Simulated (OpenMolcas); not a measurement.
Excited-state calculation of SiNH3O (part 3 of 3)

SiNH3O, SMILES N[Si]O; CASPT2/ANO-RCC-VDZP, DKH2 (OpenMolcas 26.06). The geometry comes from this level: GFN2-xTB.

Geometry of the input (Å):
```
N  -0.7739  0.1238  -0.5175
Si 0.6498  -0.8336  -0.6074
O  1.4581  -0.3991  0.7346
H  -1.4983  0.0841  -1.2128
H  -0.9942  0.7876  0.2158
H  1.1585  0.2372  1.3873
```

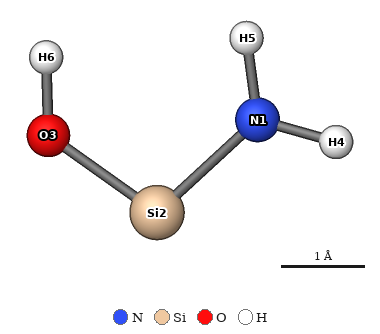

The input geometry (ball-and-stick view, seen at a tilt; atoms are numbered from 1 in the order of the input).

### The program's output, continued
```
-----------------------------------------------------------------------------------------------------------------------------
  IT.      VJTU        VJTI        ATVX        AIVX        VJAI        BVAT        BJAT        BJAI        TOTAL       RNORM
-----------------------------------------------------------------------------------------------------------------------------
   1    -0.001374   -0.002447   -0.029897   -0.036815   -0.024189   -0.048161   -0.086140   -0.215889   -0.444912    0.019854
   2    -0.001405   -0.002498   -0.030513   -0.037628   -0.024280   -0.048349   -0.086415   -0.216151   -0.447238    0.003692
   3    -0.001408   -0.002502   -0.030563   -0.037694   -0.024299   -0.048356   -0.086412   -0.216165   -0.447399    0.000848
   4    -0.001408   -0.002503   -0.030550   -0.037680   -0.024295   -0.048346   -0.086396   -0.216150   -0.447329    0.000198
   5    -0.001408   -0.002503   -0.030548   -0.037678   -0.024294   -0.048345   -0.086395   -0.216149   -0.447320    0.000048
   6    -0.001408   -0.002503   -0.030548   -0.037678   -0.024294   -0.048346   -0.086396   -0.216149   -0.447324    0.000010
   7    -0.001408   -0.002503   -0.030548   -0.037678   -0.024294   -0.048346   -0.086396   -0.216150   -0.447324    0.000002
-----------------------------------------------------------------------------------------------------------------------------

  FINAL CASPT2 RESULT:

      Reference energy:        -420.7992103950
      E2 (Non-variational):      -0.4473237980
      Shift correction:          -0.0000526703
      E2 (Variational):          -0.4473764684
      Total energy:            -421.2465868634
      Residual norm:              0.0000005009
      Reference weight:           0.86681

      Contributions to the CASPT2 correlation energy
      Active & Virtual Only:         -0.0788941593
      One Inactive Excited:          -0.1254821496
      Two Inactive Excited:          -0.2429474890

++ Denominators, etc.
--------------------------------------------------------------------------------------------------------------
 Report on small energy denominators, large coefficients, and large energy contributions.
CASE  SYMM ACTIVE-MIX  NON-ACTIVE INDICES          DENOMINATOR     RHS VALUE       COEFFICIENT     CONTRIBUTION
VJTIP    1  Mu1.0003  In1.013 In1.013               1.09564702      0.03883756     -0.03472100     -0.00134848
ATVX     1  Mu1.0001  Se1.022                       0.55255007      0.01968816     -0.03507908     -0.00069064
ATVX     1  Mu1.0001  Se1.024                       0.66768310      0.02713168     -0.03689031     -0.00100090
ATVX     1  Mu1.0004  Se1.028                       1.26327403     -0.06808790      0.05444571     -0.00370709
ATVX     1  Mu1.0001  Se1.029                       0.83178557     -0.03702863      0.04199815     -0.00155513
ATVX     1  Mu1.0001  Se1.031                       0.90997724     -0.03274524      0.03365578     -0.00110207
ATVX     1  Mu1.0036  Se1.034                       2.96466073     -0.10278908      0.03543553     -0.00364239
BVATP    1  Mu1.0003  Se1.034 Se1.034               2.66127116     -0.07315119      0.02721265     -0.00199064
BJAIP    1  Se1.037 In1.013 Se1.037 In1.013         2.72111134      0.09282194     -0.03384154     -0.00314124
--

   (Skipping property calculation,
    use PROP keyword to activate)
--

++ CASPT2 computation for group   2

********************************************************************************
 Multi-State initialization phase begins for group   2
--------------------------------------------------------------------------------
********************************************************************************
 Compute H0 matrices for state    2
--------------------------------------------------------------------------------
--------------------------------------------------------------------------------
 H0 matrices have been computed.

********************************************************************************
  CASPT2 EQUATION SOLUTION
--------------------------------------------------------------------------------

  Total nr of CASPT2 parameters:
   Before reduction:      258894
   After  reduction:      257472

 Variance of |WF0>:       1.6515937379

 The contributions to the second order correlation energy in atomic units.
-----------------------------------------------------------------------------------------------------------------------------
  IT.      VJTU        VJTI        ATVX        AIVX        VJAI        BVAT        BJAT        BJAI        TOTAL       RNORM
-----------------------------------------------------------------------------------------------------------------------------
   1    -0.001815   -0.002054   -0.029112   -0.041488   -0.024636   -0.045979   -0.090079   -0.216287   -0.451450    0.020488
   2    -0.001860   -0.002104   -0.029785   -0.042368   -0.024740   -0.046186   -0.090380   -0.216553   -0.453978    0.003742
   3    -0.001865   -0.002107   -0.029826   -0.042425   -0.024754   -0.046184   -0.090363   -0.216553   -0.454077    0.000904
   4    -0.001865   -0.002109   -0.029811   -0.042408   -0.024750   -0.046172   -0.090345   -0.216539   -0.453998    0.000218
   5    -0.001865   -0.002109   -0.029809   -0.042405   -0.024749   -0.046172   -0.090345   -0.216538   -0.453992    0.000059
   6    -0.001865   -0.002109   -0.029809   -0.042406   -0.024749   -0.046173   -0.090347   -0.216539   -0.453997    0.000013
   7    -0.001865   -0.002109   -0.029809   -0.042406   -0.024749   -0.046173   -0.090347   -0.216539   -0.453997    0.000004
-----------------------------------------------------------------------------------------------------------------------------

  FINAL CASPT2 RESULT:

      Reference energy:        -420.5885149433
      E2 (Non-variational):      -0.4539967311
      Shift correction:          -0.0004272678
      E2 (Variational):          -0.4544239989
      Total energy:            -421.0429389422
      Residual norm:              0.0000007394
      Reference weight:           0.85692

      Contributions to the CASPT2 correlation energy
      Active & Virtual Only:         -0.0759826196
      One Inactive Excited:          -0.1346173876
      Two Inactive Excited:          -0.2433967239

++ Denominators, etc.
--------------------------------------------------------------------------------------------------------------
 Report on small energy denominators, large coefficients, and large energy contributions.
CASE  SYMM ACTIVE-MIX  NON-ACTIVE INDICES          DENOMINATOR     RHS VALUE       COEFFICIENT     CONTRIBUTION
VJTU     1  Mu1.0001  In1.013                       0.21618696      0.00006839     -0.00009218     -0.00000001
ATVX     1  Mu1.0001  Se1.020                       0.15368344      0.00006623     -0.00009657     -0.00000001
ATVX     1  Mu1.0001  Se1.021                       0.20560263     -0.00005818      0.00011463     -0.00000001
ATVX     1  Mu1.0001  Se1.022                       0.26621627      0.00003306     -0.00007659     -0.00000000
ATVX     1  Mu1.0002  Se1.022                       0.46729456     -0.03660136      0.07015015     -0.00256759
ATVX     1  Mu1.0001  Se1.023                       0.25751541      0.00002502     -0.00004603     -0.00000000
ATVX     1  Mu1.0002  Se1.023                       0.45859369      0.01315683     -0.02660628     -0.00035005
ATVX     1  Mu1.0002  Se1.024                       0.57106012     -0.02609953      0.04577834     -0.00119479
ATVX     1  Mu1.0002  Se1.029                       0.74765408      0.03703837     -0.04951677     -0.00183402
ATVX     1  Mu1.0001  Se1.030                       0.56263203     -0.01705059      0.02910310     -0.00049623
ATVX     1  Mu1.0001  Se1.034                       0.82516817      0.02528036     -0.02999619     -0.00075831
ATVX     1  Mu1.0046  Se1.034                       2.96350978     -0.11375344      0.03922451     -0.00446192
ATVX     1  Mu1.0047  Se1.034                       2.97624696     -0.08683145      0.02912010     -0.00252854
AIVX     1  Mu1.0001  In1.013 Se1.022               0.54959405      0.01478847     -0.02599191     -0.00038438
AIVX     1  Mu1.0001  In1.012 Se1.030               0.95507745     -0.02590354      0.02666810     -0.00069080
BVATP    1  Mu1.0001  Se1.025 Se1.022               1.03834466     -0.02902645      0.02720543     -0.00078968
BVATP    1  Mu1.0001  Se1.025 Se1.024               1.14211022      0.02942998     -0.02586581     -0.00076123
BVATP    1  Mu1.0001  Se1.030 Se1.020               1.06258737     -0.02850516      0.02628584     -0.00074928
BVATP    1  Mu1.0001  Se1.030 Se1.021               1.11450656      0.03434831     -0.03056986     -0.00105002
BVATP    1  Mu1.0005  Se1.034 Se1.034               2.65483337      0.08510138     -0.03197734     -0.00272132
BJAIP    1  Se1.037 In1.013 Se1.037 In1.013         2.73084733      0.09546541     -0.03490951     -0.00333265
--

   (Skipping property calculation,
    use PROP keyword to activate)
--

++ CASPT2 computation for group   3

********************************************************************************
 Multi-State initialization phase begins for group   3
--------------------------------------------------------------------------------
********************************************************************************
 Compute H0 matrices for state    3
--------------------------------------------------------------------------------
--------------------------------------------------------------------------------
 H0 matrices have been computed.

********************************************************************************
  CASPT2 EQUATION SOLUTION
--------------------------------------------------------------------------------

  Total nr of CASPT2 parameters:
   Before reduction:      258894
   After  reduction:      257922

 Variance of |WF0>:       1.6433401433

 The contributions to the second order correlation energy in atomic units.
-----------------------------------------------------------------------------------------------------------------------------
  IT.      VJTU        VJTI        ATVX        AIVX        VJAI        BVAT        BJAT        BJAI        TOTAL       RNORM
-----------------------------------------------------------------------------------------------------------------------------
   1    -0.002622   -0.004044   -0.027952   -0.047287   -0.031171   -0.037024   -0.081144   -0.215775   -0.447020    0.019798
   2    -0.002718   -0.004110   -0.028614   -0.048205   -0.031306   -0.037217   -0.081422   -0.216038   -0.449630    0.003714
   3    -0.002722   -0.004114   -0.028654   -0.048271   -0.031323   -0.037223   -0.081416   -0.216049   -0.449770    0.000851
   4    -0.002723   -0.004114   -0.028641   -0.048249   -0.031316   -0.037214   -0.081400   -0.216033   -0.449689    0.000200
   5    -0.002723   -0.004114   -0.028639   -0.048246   -0.031315   -0.037214   -0.081400   -0.216031   -0.449682    0.000045
   6    -0.002723   -0.004114   -0.028639   -0.048247   -0.031315   -0.037215   -0.081401   -0.216032   -0.449686    0.000009
   7    -0.002723   -0.004114   -0.028639   -0.048247   -0.031315   -0.037215   -0.081401   -0.216033   -0.449686    0.000002
-----------------------------------------------------------------------------------------------------------------------------

  FINAL CASPT2 RESULT:

      Reference energy:        -420.5619849152
      E2 (Non-variational):      -0.4496861629
      Shift correction:          -0.0001786048
      E2 (Variational):          -0.4498647677
      Total energy:            -421.0118496829
      Residual norm:              0.0000004889
      Reference weight:           0.86214

      Contributions to the CASPT2 correlation energy
      Active & Virtual Only:         -0.0658541849
      One Inactive Excited:          -0.1323704719
      Two Inactive Excited:          -0.2514615062

++ Denominators, etc.
--------------------------------------------------------------------------------------------------------------
 Report on small energy denominators, large coefficients, and large energy contributions.
CASE  SYMM ACTIVE-MIX  NON-ACTIVE INDICES          DENOMINATOR     RHS VALUE       COEFFICIENT     CONTRIBUTION
VJTU     1  Mu1.0001  In1.012                       0.27072354      0.00058984     -0.00135372     -0.00000080
VJTU     1  Mu1.0002  In1.012                       0.29742739      0.00001039     -0.00002474     -0.00000000
VJTU     1  Mu1.0001  In1.013                       0.14009192      0.00013354     -0.00015771     -0.00000002
VJTU     1  Mu1.0002  In1.013                       0.16679578     -0.00240318      0.00491643     -0.00001182
VJTIP    1  Mu1.0003  In1.013 In1.013               0.95680286     -0.03976250      0.04007650     -0.00159354
ATVX     1  Mu1.0001  Se1.020                       0.05681067      0.00162420     -0.00161605     -0.00000262
ATVX     1  Mu1.0001  Se1.021                       0.13213370      0.00082789     -0.00096839     -0.00000080
ATVX     1  Mu1.0001  Se1.022                       0.16138257      0.00281340     -0.00812845     -0.00002287
ATVX     1  Mu1.0001  Se1.023                       0.19678244     -0.00380555      0.00999950     -0.00003805
ATVX     1  Mu1.0003  Se1.023                       0.55938471      0.01737031     -0.02763258     -0.00047999
ATVX     1  Mu1.0001  Se1.024                       0.28229519      0.00285060     -0.00679325     -0.00001936
ATVX     1  Mu1.0003  Se1.024                       0.64489745     -0.02038203      0.02868594     -0.00058468
ATVX     1  Mu1.0003  Se1.027                       0.76671677      0.02250946     -0.02865272     -0.00064496
ATVX     1  Mu1.0019  Se1.030                       1.57532254      0.04807956     -0.02987385     -0.00143632
ATVX     1  Mu1.0019  Se1.034                       1.90656353     -0.06200894      0.03146719     -0.00195125
ATVX     1  Mu1.0055  Se1.034                       2.97732507      0.10737569     -0.03669476     -0.00394013
ATVX     1  Mu1.0056  Se1.034                       3.00019325      0.09012555     -0.03001253     -0.00270490
AIVX     1  Mu1.0001  In1.013 Se1.020               0.28612697     -0.00000332     -0.00000267      0.00000000
AIVX     1  Mu1.0033  In1.012 Se1.036               3.11017793      0.08713778     -0.02777906     -0.00242061
VJAIP    1  Mu1.0002  Se1.037 In1.013 In1.013       1.85713750     -0.05037344      0.02704269     -0.00136223
BVATP    1  Mu1.0005  Se1.034 Se1.034               2.66027406     -0.08396126      0.03124828     -0.00262364
BJAIP    1  Se1.037 In1.013 Se1.037 In1.013         2.76446806      0.09886317     -0.03567627     -0.00352707
BJAIM    1  Se1.035 In1.011 Se1.036 In1.013         2.91705919      0.08495864     -0.02901264     -0.00246487
--

   (Skipping property calculation,
    use PROP keyword to activate)
--

  Total CASPT2 energies:

  State-specific CASPT2 energies obtained using
  rotated states do not have a well-defined physical
  meaning, however they can be extracted from the
  diagonal of the effective Hamiltonian.

++ Multi-State CASPT2 section:
********************************************************************************
  MULTI-STATE CASPT2 SECTION
--------------------------------------------------------------------------------

  Output diagonal energies have been shifted. Add    421.00000000000000

  Effective Hamiltonian matrix (Symmetric):

                1               2               3
   1      -842.24510065
   2        -0.00003018   -842.04293884
   3         0.01935527      0.00008749   -842.01333599

       Total RMS-CASPT2 energies:
::    RMS-CASPT2 Root  1     Total energy:   -421.24670595
::    RMS-CASPT2 Root  2     Total energy:   -421.04293906
::    RMS-CASPT2 Root  3     Total energy:   -421.01173047

       Eigenvectors:
            0.99657825     -0.00040679      0.08265364
            0.00018310      0.99999630      0.00271395
           -0.08265443     -0.00268953      0.99657464

       In terms of the input states:
            0.99999381      0.00015455      0.00351542
           -0.00015640      0.99999985      0.00052576
           -0.00351534     -0.00052631      0.99999368

--

  THE ORIGINAL CI ARRAYS ARE NOW MIXED AS LINEAR
  COMBINATIONS, GIVEN BY THE EIGENVECTORS.
  A NEW JOBIPH FILE NAMED 'JOBMIX' IS PREPARED.
********************************************************************************

++ Mixed CI coefficients:
  The CI coefficients for the MIXED state nr.   1
--------------------------------------------------------------------------------
 CI COEFFICIENTS LARGER THAN  5.00E-02
  Occupation of active orbitals, and spin coupling
  of open shells. (u,d: Spin up or down).
  SGUGA info is (Midvert:IsyUp:UpperWalk/LowerWalk)
        Conf  SGUGA info        Occupation    Coefficient         Weight
           1  ( 1:1:   1/   1)   222000         -0.975121       0.950860
           2  ( 2:1:   1/   1)   22ud00          0.061873       0.003828
           9  ( 2:1:   2/   3)   u220d0          0.148993       0.022199
          34  ( 3:1:   6/   4)   202002          0.077564       0.006016
          41  ( 3:1:   1/   6)   022200          0.105034       0.011032

  The CI coefficients for the MIXED state nr.   2
--------------------------------------------------------------------------------
 CI COEFFICIENTS LARGER THAN  5.00E-02
  Occupation of active orbitals, and spin coupling
  of open shells. (u,d: Spin up or down).
  SGUGA info is (Midvert:IsyUp:UpperWalk/LowerWalk)
        Conf  SGUGA info        Occupation    Coefficient         Weight
           8  ( 2:1:   1/   3)   u22d00         -0.993694       0.987429
         110  ( 5:1:   7/   7)   u02d02         -0.079341       0.006295

  The CI coefficients for the MIXED state nr.   3
--------------------------------------------------------------------------------
 CI COEFFICIENTS LARGER THAN  5.00E-02
  Occupation of active orbitals, and spin coupling
  of open shells. (u,d: Spin up or down).
  SGUGA info is (Midvert:IsyUp:UpperWalk/LowerWalk)
        Conf  SGUGA info        Occupation    Coefficient         Weight
           1  ( 1:1:   1/   1)   222000         -0.148226       0.021971
           2  ( 2:1:   1/   1)   22ud00          0.073114       0.005346
           9  ( 2:1:   2/   3)   u220d0         -0.972800       0.946340
          24  ( 3:1:   2/   3)   u2dud0         -0.079585       0.006334
          50  ( 4:1:   1/   2)   u2udd0         -0.052036       0.002708
          64  ( 5:1:   1/   2)   u202d0          0.057384       0.003293
         111  ( 5:1:   8/   7)   u020d2         -0.075158       0.005649

--

--- Stop Module: caspt2 /rc=_RC_ALL_IS_WELL_ ---
--- Module caspt2 spent 1 second ---

.##################.
.# Happy landing! #.
.##################.

    Timing: Wall=4.43 User=3.91 System=0.51
```
